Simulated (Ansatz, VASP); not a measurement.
**TiSb in two plane-wave programs**

One calculation is typed for both programs; each brings its own data sets. How far apart do they land? Valence electrons are named where the data sets of a main pair hold unlike numbers.

Method: plane waves, with VASP 6.6.1 beside it; band structure at LDA, spin-orbit coupling and single point at LDA, spin-orbit coupling, in Ansatz 0.2.0.

## Step 1: Set-up

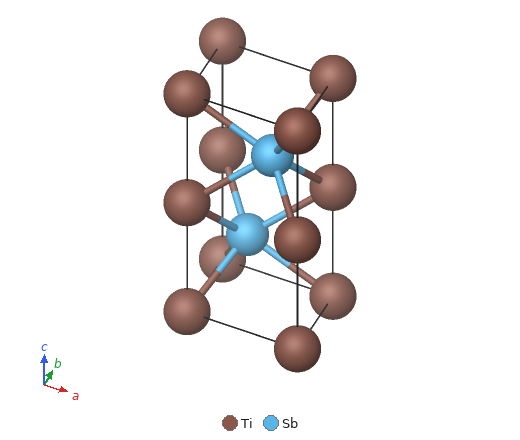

The cell as given, from a free direction (titanium brown, antimony blue). Bonds to atoms that aren't drawn are left out. Some periodic images of atoms are drawn too.

## Step 2: Ansatz: band structure, LDA, spin-orbit coupling

Ansatz runs on its fully relativistic PAW (standard-fr) files.

A single point gives forces, pressure and levels at one fixed geometry, so differences don't come from the geometry; what else differs is listed under the comparison.

input.yaml reads:

```yaml
crystal:
  lattice:
    - [4.1033, 0.0, 0.0]
    - [-2.05165, 3.5535620393, 0.0]
    - [0.0, 0.0, 6.2836]
  atoms:
    - { symbol: Ti, position: [0.0, 0.0, 0.0] }
    - { symbol: Ti, position: [0.0, 0.0, 0.5] }
    - { symbol: Sb, position: [0.3333333333, 0.6666666667, 0.25] }
    - { symbol: Sb, position: [0.6666666667, 0.3333333333, 0.75] }
hamiltonian:
  xc: lda
  pseudopotentials: { kind: paw_fr }
magnetization:
  noncollinear: true
  spin_orbit: true
kpoints:
  mp_grid: { grid: [7, 7, 4] }
  band_path:
    path:
      - [0.0, 0.0, 0.0]
      - [0.13333, 0.0, 0.0]
      - [0.3, 0.0, 0.0]
      - [0.46667, 0.0, 0.0]
      - [0.46667, 0.06667, 0.0]
      - [0.41111, 0.17778, 0.0]
      - [0.35556, 0.28889, 0.0]
      - [0.28889, 0.28889, 0.0]
      - [0.17778, 0.17778, 0.0]
      - [0.06667, 0.06667, 0.0]
      - [0.0, 0.0, 0.03333]
      - [0.0, 0.0, 0.2]
      - [0.0, 0.0, 0.36667]
      - [0.0, 0.0, 0.5]
      - [0.16667, 0.0, 0.5]
      - [0.3, 0.0, 0.5]
      - [0.46667, 0.0, 0.5]
      - [0.46667, 0.06667, 0.5]
      - [0.41111, 0.17778, 0.5]
      - [0.35556, 0.28889, 0.5]
      - [0.28889, 0.28889, 0.5]
      - [0.17778, 0.17778, 0.5]
      - [0.06667, 0.06667, 0.5]
      - [0.5, 0.0, 0.46667]
      - [0.5, 0.0, 0.3]
      - [0.5, 0.0, 0.13333]
      - [0.33333, 0.33333, 0.0]
      - [0.33333, 0.33333, 0.16667]
      - [0.33333, 0.33333, 0.33333]
      - [0.33333, 0.33333, 0.5]
    npoints: 1
scf:
  occupations: { method: fermi_dirac, width: 0.05 }
  n_extra_bands: 16
output:
  forces: true
  stress: true
  eigenvalues: true
```

Command:

```
ansatz run input.yaml --threads 2 --pin off --max-ram 4608MiB --backend cpu --events-out ev --progress --plain --runs-dir out
```

Numbers of over 12 decimals in the logs are rounded to 6 here.

What it wrote:

```text
scf.n_extra_bands = 16 over 54 filled bands (N_el = 54.0): the run solves 70 bands
Engine: ansatz 0.2.0, aarch64-unknown-linux-gnu
Pseudopotentials: kind: paw_fr
Pseudopotential: Ti, paw_fr, valence charge 12, recommended cutoff 420 eV (normal), Ti.paw.azcp#standard-fr
Pseudopotential: Sb, paw_fr, valence charge 15, recommended cutoff 420 eV (normal), Sb.paw.azcp#standard-fr
Functional definition: SPW92
  exchange = slater_x
  correlation = pw_c
non-collinear run that drives no moment, with spin-orbit: no starting moment large enough to seed its density (crystal.atoms[].spin), no starting occupations that ask for one, no magnetisation constraint and no magnetic field, so the semilocal B_xc is pinned to zero
Crystal: 4 atoms, lattice volume = 91.623 Å³
Basis set: ecut = 420 eV, 1785 PW (Γ)
Bands: 70, of which v1, the nominal top of the filled ones, is band 54 counted from 1 (53 counted from 0)
Symmetry: 24 space group operations + 24 with time reversal
Magnetic group: BNS 194.264 (UNI 1494), of the structure as read, at distance tolerance 4.5e-5 Å
k-points: 24 of 196
Projection manifold: j_resolved (fully-relativistic pseudo-atomic orbitals)
Non-local potential: Ti, projectors of the file, l = 0: 3, l = 1: 4, l = 2: 6, l = 3: 2
Non-local potential: Sb, projectors of the file, l = 0: 2, l = 1: 4, l = 2: 4, l = 3: 4
PAW form: soft (Blöchl's): semilocal exchange-correlation on the pseudo side does not see the compensation charge
PAW frozen core: Ti, regenerated for the run's functional, and the local potential with it (the file was generated under x = pbe(κ = 0.804, μ = 0.219515), c = pbe(β = 0.066725))
PAW frozen core: Sb, regenerated for the run's functional, and the local potential with it (the file was generated under x = pbe(κ = 0.804, μ = 0.219515), c = pbe(β = 0.066725))
PAW one-centre angular grid: Ti, 590 points (default); XC on 64 Gauss nodes
PAW one-centre angular grid: Sb, 590 points (default); XC on 64 Gauss nodes
Initial density: superposition of atomic densities (chi_scale 0.1, normalization cell, long waves kept (reshape's long-wave potential 0.00 eV rms))
Initial wavefunctions: pseudopotential atomic-orbital guess
Functional: x = slater, c = lda
SCF iter   1: F=—  HF=-17579.917797 eV  |F-HF|=—  |Δ(HF+E_count)|=         —  Δρ=4.97e-2  dr2=4.42e0  dr2_m=0.00e0 (ungated)  ethr=3.10e-3  |M|=0.00e0 ∫|m|=0.00e0 μB  |m|>n=0.0e0 m-floor=0.0e0 τ_xc=0.0e0  β_m=0.30  ⟨swp⟩=7.3  Hψ=4201  notcnv=0  defer=8
preconditioner: auto → Kerker (q_TF=auto, 2.498 Å⁻¹)  [metal: Δε(μ)=0.050 eV  Ē_g=4.946 eV  σ=0.050 eV  W_gap=0.24  n_scr=22 (ndim 8)  ℏωp=16.5 eV  f_vac=0.000  D(μ)=4.11/eV (n_scr^D=34)]
spin=Noncollinear: Kerker preconditioning applied to the charge; magnetization (m_x, m_y, m_z) channels mix plain (no charge-response kernel on spin).
SCF iter   2: F=—  HF=-17579.257419 eV  |F-HF|=—  |Δ(HF+E_count)|=   6.60e-1  Δρ=2.67e-2  dr2=1.18e0  dr2_m=0.00e0 (ungated)  ethr=3.10e-3  |M|=0.00e0 ∫|m|=0.00e0 μB  |m|>n=0.0e0 m-floor=0.0e0 τ_xc=0.0e0  β_m=0.41  ⟨swp⟩=2.1  Hψ=1154  notcnv=0  defer=48
SCF iter   3: F=—  HF=-17578.991789 eV  |F-HF|=—  |Δ(HF+E_count)|=   2.66e-1  Δρ=1.41e-2  dr2=3.00e-1  dr2_m=0.00e0 (ungated)  ethr=2.19e-3  |M|=0.00e0 ∫|m|=0.00e0 μB  |m|>n=0.0e0 m-floor=0.0e0 τ_xc=0.0e0  β_m=0.58  ⟨swp⟩=2.1  Hψ=1092  notcnv=0  defer=48
SCF iter   4: F=—  HF=-17578.905542 eV  |F-HF|=—  |Δ(HF+E_count)|=   8.62e-2  Δρ=3.72e-3  dr2=1.69e-2  dr2_m=0.00e0 (ungated)  ethr=5.55e-4  |M|=0.00e0 ∫|m|=0.00e0 μB  |m|>n=0.0e0 m-floor=0.0e0 τ_xc=0.0e0  β_m=0.75  ⟨swp⟩=2.4  Hψ=1279  notcnv=0  defer=46
SCF iter   5: F=—  HF=-17578.900953 eV  |F-HF|=—  |Δ(HF+E_count)|=   4.59e-3  Δρ=1.03e-3  dr2=1.75e-3  dr2_m=0.00e0 (ungated)  ethr=3.13e-5  |M|=0.00e0 ∫|m|=0.00e0 μB  |m|>n=0.0e0 m-floor=0.0e0 τ_xc=0.0e0  β_m=0.88  ⟨swp⟩=2.0  Hψ=1164  notcnv=0  defer=46
SCF iter   6: F=—  HF=-17578.900693 eV  |F-HF|=—  |Δ(HF+E_count)|=   2.60e-4  Δρ=3.34e-4  dr2=1.39e-4  dr2_m=0.00e0 (ungated)  ethr=3.25e-6  |M|=0.00e0 ∫|m|=0.00e0 μB  |m|>n=0.0e0 m-floor=0.0e0 τ_xc=0.0e0  β_m=0.94  ⟨swp⟩=2.0  Hψ=1007  notcnv=0  defer=46
SCF iter   7: F=—  HF=-17578.900667 eV  |F-HF|=—  |Δ(HF+E_count)|=   2.52e-5  Δρ=9.18e-5  dr2=6.42e-6  dr2_m=0.00e0 (ungated)  ethr=2.58e-7  |M|=0.00e0 ∫|m|=0.00e0 μB  |m|>n=0.0e0 m-floor=0.0e0 τ_xc=0.0e0  β_m=0.97  ⟨swp⟩=3.0  Hψ=1570  notcnv=0  defer=46
SCF iter   8: F=—  HF=-17578.900685 eV  |F-HF|=—  |Δ(HF+E_count)|=   1.74e-5  Δρ=3.15e-5  dr2=1.07e-6  dr2_m=0.00e0 (ungated)  ethr=1.19e-8  |M|=0.00e0 ∫|m|=0.00e0 μB  |m|>n=0.0e0 m-floor=0.0e0 τ_xc=0.0e0  β_m=0.98  ⟨swp⟩=2.5  Hψ=1428  notcnv=0  defer=46
SCF iter   9: F=-17578.900685 eV  HF=-17578.900685 eV  |F-HF|=3.55e-8  |Δ(HF+E_count)|=   2.13e-7  Δρ=7.68e-6  dr2=6.46e-8  dr2_m=0.00e0 (ungated)  ethr=1.85e-10  |M|=0.00e0 ∫|m|=0.00e0 μB  |m|>n=0.0e0 m-floor=0.0e0 τ_xc=0.0e0  ⟨swp⟩=9.3  Hψ=3830  notcnv=0
SCF 1 converged in 9 iterations: F = -17578.900685 eV  dr2 = 6.46e-8
  greatest PAW one-centre occupation: 0.999 electrons in one spin orbital (limit 2), on the Ti atom at site 1 (counted from 0), in its partial waves of l = 0
NSCF: frozen V_eff on 30 k-points
SCF converged after 9 iterations
Magnetization: |M| = 0.0000 μB,  M = (+0.0000, +0.0000, +0.0000) μB
Absolute magnetization: 0.0000 μB (∫|m|)
  site 0: m = (+0.0000, +0.0000, +0.0000) μB, |m| = 0.0000 μB  (R = 1.17 Å)
  site 1: m = (+0.0000, +0.0000, +0.0000) μB, |m| = 0.0000 μB  (R = 1.17 Å)
  site 2: m = (+0.0000, +0.0000, +0.0000) μB, |m| = 0.0000 μB  (R = 1.17 Å)
  site 3: m = (+0.0000, +0.0000, +0.0000) μB, |m| = 0.0000 μB  (R = 1.17 Å)
Free energy (F): -17578.900685 eV
Harris-Foulkes:  -17578.900685 eV  (|F-HF|=3.55e-8)
Internal energy: -17578.864558 eV  (E = F + TS)
E sigma→0 (E₀):  -17578.882621 eV
Entropy (-TS):   -0.036126 eV (-9.032 meV/atom)
Fermi energy:    11.397060 eV
--- Per-component energies (eV) ---
  E_band       = -652.843863
  E_kinetic    = 960.348822
  E_local      = -4841.050364  (includes V_loc(G=0)·N_el)
  E_nonlocal   = 762.322155
  E_hartree    = 2122.302060
  E_xc         = -468.926536
  E_vxc        = -437.712637  (∫ρ·V_xc dr)
  E_paw        = -10860.591715  (= ΣΔE_a)
  E_vpaw       = -1341.349971  (= ΣTr[D̂ρ^β])
  E_aug_tail   = 0.000197  (compensation charges beyond the density's cutoff)
  E_ewald      = -5255.054510
  E_core_change = 1.785333  (= ΣΔE_core)
  E_smearing   = -0.036126  (= −TS)
  E_closure    = -0.000000  (closes the sum)
  Σ components = -17578.900685   (vs F -17578.900685, Δ=0.00e0)
--- Forces (eV/Å), atoms counted from 1 ---
  atom   1  Ti     0.00000000    -0.00000000     0.00000000
  atom   2  Ti     0.00000000     0.00000000    -0.00000000
  atom   3  Sb     0.00000000    -0.00000000     0.00000000
  atom   4  Sb     0.00000000     0.00000000     0.00000000
  max |Σ_I F_I| component: 9.25e-18 eV/Å
--- Stress (GPa, compression-positive) ---
       -8.484063      -0.000000       0.000000
       -0.000000      -8.484063       0.000000
        0.000000       0.000000      -8.464193
  P = ⅓ Tr σ = -8.4774 GPa (-84.774 kbar)
--- Band table (eV; the first three rows and the last of 24) ---
  k-point 0: bands = [... 50 lower, 11.1369, 11.1369, 11.3750, 11.3750, 11.3976, 11.3976, 11.8678, 11.8678, ... 12 higher]
  k-point 1: bands = [... 50 lower, 10.7113, 10.7113, 11.2670, 11.2670, 11.2755, 11.2755, 12.0078, 12.0078, ... 12 higher]
  k-point 2: bands = [... 50 lower, 9.8321, 9.8321, 11.6405, 11.6405, 11.6405, 11.6405, 11.6407, 11.6407, ... 12 higher]
  k-point 23: bands = [... 50 lower, 9.6108, 9.6108, 11.5614, 11.5614, 11.5665, 11.5665, 12.0610, 12.0610, ... 12 higher]
```

The job ended after 38 s (2 threads of Arm Neoverse V1, shared host; peak memory 0.72 GiB).

## Step 3: VASP: band structure, LDA, spin-orbit coupling

The same cell, functional (in two slightly different forms), mesh and smearing now go to VASP, with its own data sets.

Lines of VASP's logs that name or quote its potential files are left out, and so is its time.

INCAR reads:

```
SYSTEM = TiSb
PREC = Accurate
ENCUT = 400
EDIFF = 1E-06
NELM = 100
ISMEAR = -1
SIGMA = 0.05
LREAL = .FALSE.
ALGO = Normal
GGA = CA
LNONCOLLINEAR = .TRUE.
MAGMOM = 0 0 0 0 0 0 0 0 0 0 0 0
NBANDS = 46
GGA_COMPAT = .FALSE.
LASPH = .TRUE.
LSORBIT = .TRUE.
LMAXMIX = 4
LORBIT = 11
LWAVE = .FALSE.
LCHARG = .FALSE.
KPAR = 4
```

POSCAR reads:

```
TiSb
1.0
    4.1033000000      0.0000000000      0.0000000000
   -2.0516500000      3.5535620393      0.0000000000
    0.0000000000      0.0000000000      6.2836000000
Ti Sb
2 2
Direct
    0.0000000000      0.0000000000      0.0000000000
    0.0000000000      0.0000000000      0.5000000000
    0.3333333333      0.6666666667      0.2500000000
    0.6666666667      0.3333333333      0.7500000000
```

KPOINTS reads:

```
Automatic mesh
0
Gamma
7 7 4
0 0 0
```

KPOINTS_OPT reads:

```
Line mode
16
Line-mode
Reciprocal
  0.00000000   0.00000000   0.00000000 GAMMA
  0.50000000   0.00000000   0.00000000 M

  0.50000000   0.00000000   0.00000000 M
  0.33333333   0.33333333   0.00000000 K

  0.33333333   0.33333333   0.00000000 K
  0.00000000   0.00000000   0.00000000 GAMMA

  0.00000000   0.00000000   0.00000000 GAMMA
  0.00000000   0.00000000   0.50000000 A

  0.00000000   0.00000000   0.50000000 A
  0.50000000   0.00000000   0.50000000 L

  0.50000000   0.00000000   0.50000000 L
  0.33333333   0.33333333   0.50000000 H

  0.33333333   0.33333333   0.50000000 H
  0.00000000   0.00000000   0.50000000 A

  0.50000000   0.00000000   0.50000000 L
  0.50000000   0.00000000   0.00000000 M

  0.33333333   0.33333333   0.00000000 K
  0.33333333   0.33333333   0.50000000 H
```

The projector-augmented-wave data sets are Ti_sv and Sb (LDA family, release 64).

Command:

```
mpirun -np 4 vasp_ncl
```

What it wrote:

```text
[banner, memory and clock lines left out]
running    4 mpi-ranks, on    1 nodes
 distrk:  each k-point on    1 cores,    4 groups
 distr:  one band on    1 cores,    1 groups

 POSCAR found type information on POSCAR TiSb
 POSCAR found :  2 types and       4 ions
 LDA part: xc-table for (Slater(with rela. corr.)+CA(PZ))
 , standard interpolation
 POSCAR, INCAR and KPOINTS ok, starting setup
 FFT: planning ... GRIDC
 FFT: planning ... GRID_SOFT
 FFT: planning ... GRID
 WAVECAR not read
 entering main loop
       N       E                     dE             d eps       ncg     rms          rms(c)
DAV:   1     0.346436840264E+03    0.34644E+03   -0.13320E+04  2224   0.125E+03
DAV:   2     0.134164888901E+02   -0.33302E+03   -0.32384E+03  2334   0.411E+02
DAV:   3    -0.275407034463E+02   -0.40957E+02   -0.40165E+02  3368   0.133E+02
DAV:   4    -0.322409702017E+02   -0.47003E+01   -0.46592E+01  3458   0.374E+01
DAV:   5    -0.325438486484E+02   -0.30288E+00   -0.30265E+00  3220   0.816E+00    0.138E+01
DAV:   6    -0.293188153236E+02    0.32250E+01   -0.35031E+01  2830   0.423E+01    0.597E+00
DAV:   7    -0.288201689736E+02    0.49865E+00   -0.63215E+00  2836   0.186E+01    0.351E+00
DAV:   8    -0.287690043801E+02    0.51165E-01   -0.51414E-01  3084   0.500E+00    0.114E+00
DAV:   9    -0.287613890946E+02    0.76153E-02   -0.65223E-02  2962   0.223E+00    0.530E-01
DAV:  10    -0.287615925702E+02   -0.20348E-03   -0.73703E-03  3266   0.661E-01    0.270E-01
DAV:  11    -0.287615978450E+02   -0.52747E-05   -0.26740E-03  2828   0.362E-01    0.673E-02
DAV:  12    -0.287615617688E+02    0.36076E-04   -0.27655E-04  3078   0.123E-01    0.208E-02
DAV:  13    -0.287615617869E+02   -0.18093E-07   -0.27478E-05  3194   0.316E-02    0.568E-03
DAV:  14    -0.287615617203E+02    0.66570E-07   -0.78952E-07  1894   0.927E-03
   1 F= -.28761562E+02 E0= -.28743445E+02  d E =-.362339E-01  mag=    -0.0000    -0.0000     0.0000
 Start KPOINTS_OPT (optional k-point list driver)
k-point batch [1-24\144]
       N       E                     dE             ncg
DAV:   1    -0.132747026798E+04   -0.14075E+05     2288
DAV:   2    -0.926897323866E+04   -0.79415E+04     2340
DAV:   3    -0.102332919020E+05   -0.96432E+03     3344
DAV:   4    -0.103589839732E+05   -0.12569E+03     3408
DAV:   5    -0.103690572414E+05   -0.10073E+02     3238
DAV:   6    -0.103693909007E+05   -0.33366E+00     3274
DAV:   7    -0.103694085867E+05   -0.17686E-01     3324
DAV:   8    -0.103694088405E+05   -0.25382E-03     3168
DAV:   9    -0.103694088499E+05   -0.93367E-05     2652
DAV:  10    -0.103694088501E+05   -0.19004E-06     1954
[...]
k-point batch [121-144\144]
       N       E                     dE             ncg
DAV:   1    -0.150346061877E+04   -0.24197E+05     2280
DAV:   2    -0.935072193218E+04   -0.78473E+04     2368
DAV:   3    -0.103088363996E+05   -0.95811E+03     3248
DAV:   4    -0.104234980122E+05   -0.11466E+03     3388
DAV:   5    -0.104326111845E+05   -0.91132E+01     3348
DAV:   6    -0.104329108880E+05   -0.29970E+00     3278
DAV:   7    -0.104329271112E+05   -0.16223E-01     3406
DAV:   8    -0.104329275552E+05   -0.44398E-03     3138
DAV:   9    -0.104329275820E+05   -0.26844E-04     2812
DAV:  10    -0.104329275837E+05   -0.16695E-05     1938
DAV:  11    -0.104329275839E+05   -0.18699E-06     1884
```

From OUTCAR (step 3):

```text
ion  position               nearest neighbor table
   1  0.000  0.000  0.000-   3 2.84   4 2.84   3 2.84   4 2.84   4 2.84   3 2.84
   2  0.000  0.000  0.500-   3 2.84   4 2.84   3 2.84   4 2.84   4 2.84   3 2.84
   3  0.333  0.667  0.250-   1 2.84   2 2.84   1 2.84   2 2.84   1 2.84   2 2.84
   4  0.667  0.333  0.750-   1 2.84   2 2.84   1 2.84   2 2.84   1 2.84   2 2.84

  LATTYP: Found a hexagonal cell.
 ALAT       =     4.1033000000
 C/A-ratio  =     1.5313528136

 Subroutine GETGRP returns: Found 24 space group operations
 (whereof 12 operations were pure point group operations)

The static configuration has the point symmetry D_3d.
 The point group associated with its full space group is D_6h.

 Found     24 irreducible k-points:

   k-points           NKPTS =     24   k-points in BZ     NKDIM =     24   number of bands    NBANDS=     46

   dimension x,y,z NGX =    28 NGY =   28 NGZ =   42
   dimension x,y,z NGXF=    56 NGYF=   56 NGZF=   84

   ENCUT  =  400.0 eV  29.40 Ry    5.42 a.u.   6.69  6.69 10.25*2*pi/ulx,y,z

   NELECT =      34.0000    total number of electrons

 k-points in reciprocal lattice and weights: Automatic mesh
   0.00000000  0.00000000  0.00000000       0.005
   0.14285714 -0.00000000  0.00000000       0.031
   0.28571429 -0.00000000  0.00000000       0.031
   0.42857143 -0.00000000  0.00000000       0.031
   0.14285714  0.14285714  0.00000000       0.031
   0.28571429  0.14285714  0.00000000       0.061
   0.42857143  0.14285714  0.00000000       0.031
   0.28571429  0.28571429  0.00000000       0.031
   0.00000000  0.00000000  0.25000000       0.010
[...]
0.42857143  0.14285714  0.50000000       0.031
   0.28571429  0.28571429  0.50000000       0.031

 average (electrostatic) potential at core
       1 -73.5642       2 -73.5642       3 -85.2398       4 -85.2398

 E-fermi :   7.8186

 k-point     1 :       0.0000    0.0000    0.0000
  band No.  band energies     occupation
    ...
     32       7.5578      0.99460
     33       7.7939      0.62108
     34       7.7939      0.62108
     35       7.8159      0.51330
     36       7.8159      0.51330
     37       8.3387      0.00003
     38       8.3387      0.00003
     39       9.0140      0.00000
     40       9.0140      0.00000
     41       9.0338      0.00000
    ...

 k-point     2 :       0.1429   -0.0000    0.0000
  band No.  band energies     occupation
    ...
     30       6.9921      1.00000
     31       7.1148      1.00000
     32       7.1148      1.00000
     33       7.2135      0.99999
     34       7.2135      0.99999
     35       7.9259      0.10464
     36       7.9259      0.10464
     37       8.5135      0.00000
     38       8.5135      0.00000
     39       8.8498      0.00000
    ...

 k-point     3 :       0.2857   -0.0000    0.0000
  band No.  band energies     occupation
    ...
     30       6.2655      1.00000
     31       6.6025      1.00000
     32       6.6025      1.00000
     33       6.8454      1.00000
     34       6.8454      1.00000
     35       8.2274      0.00028
     36       8.2274      0.00028
     37       8.5237      0.00000
     38       8.5237      0.00000
     39       8.6989      0.00000
    ...

  Total       -4.8291879     -4.8291879     -4.7871024      0.0000000      0.0000000      0.0000000
  in kB      -84.4459798    -84.4459798    -83.7100493      0.0000000      0.0000000      0.0000000
  external PRESSURE =     -84.2006696 kB  Pullay stress =       0.0000000 kB

  energy-cutoff  :      400.00
  volume of cell :       91.62
      direct lattice vectors                 reciprocal lattice vectors
     4.103300000  0.000000000  0.000000000     0.243706285  0.140703889  0.000000000
    -2.051650000  3.553562039  0.000000000     0.000000000  0.281407779  0.000000000
     0.000000000  0.000000000  6.283600000     0.000000000  0.000000000  0.159144439

 POSITION                                       TOTAL-FORCE (eV/Angst)
 -----------------------------------------------------------------------------------
      0.00000      0.00000      0.00000        -0.000000      0.000000      0.000000
      0.00000      0.00000      3.14180        -0.000000      0.000000      0.000000
     -0.00000      2.36904      1.57090        -0.000000     -0.000000     -0.000000
      2.05165      1.18452      4.71270         0.000000      0.000000      0.000000
 -----------------------------------------------------------------------------------
    total drift:                               -0.000000      0.000000      0.000000

  FREE ENERGIE OF THE ION-ELECTRON SYSTEM (eV)
  ---------------------------------------------------
  free  energy   TOTEN  =       -28.7615617203 eV

  energy  without entropy=      -28.7253277947  energy(sigma->0) =      -28.74344476

 Spin-Orbit-Coupling matrix elements
 Ion:    1  E_soc:     -0.0134171
 Ion:    2  E_soc:     -0.0134171
 Ion:    3  E_soc:     -0.1270349
 Ion:    4  E_soc:     -0.1270349

 total charge
# of ion       s       p       d       tot
------------------------------------------
    1        2.160   6.093   1.926  10.179
    2        2.160   6.093   1.926  10.179
    3        1.124   1.389   0.040   2.553
    4        1.124   1.389   0.040   2.553
--------------------------------------------------
tot          6.569  14.964   3.931  25.465

 magnetization (x)
# of ion       s       p       d       tot
------------------------------------------
    1        0.000   0.000  -0.000  -0.000
    2        0.000   0.000  -0.000  -0.000
    3        0.000  -0.000   0.000   0.000
    4        0.000  -0.000   0.000   0.000
--------------------------------------------------
tot          0.000  -0.000  -0.000  -0.000

 magnetization (y)
# of ion       s       p       d       tot
------------------------------------------
    1       -0.000   0.000   0.000   0.000
    2        0.000   0.000   0.000   0.000
    3        0.000   0.000   0.000   0.000
    4        0.000   0.000   0.000   0.000
--------------------------------------------------
tot          0.000   0.000   0.000   0.000

 magnetization (z)
# of ion       s       p       d       tot
------------------------------------------
    1       -0.000  -0.000   0.000   0.000
    2       -0.000  -0.000   0.000   0.000
    3        0.000   0.000   0.000   0.000
    4        0.000   0.000   0.000   0.000
--------------------------------------------------
tot         -0.000  -0.000   0.000   0.000

[... 3 further parts left out ...]
```

The k-mesh is coarse for a metal. At this level the cell is under a tension of 8.4 GPa, so at these settings it is away from equilibrium.

(Part 1 of 2 ends here.)

[Lines on the potential files, build, host, timing and source positions are cut from VASP's logs without a mark.]

[Logs are printed without paths, hosts, clocks, repeated set-up lines and the standing remarks that a program may print on its own settings, such as how far it seeks lower states.]

[Hosts, paths, dates, database ids (printed as entryN), source tags and the programs' standing remarks are cut or masked in the printed files.]
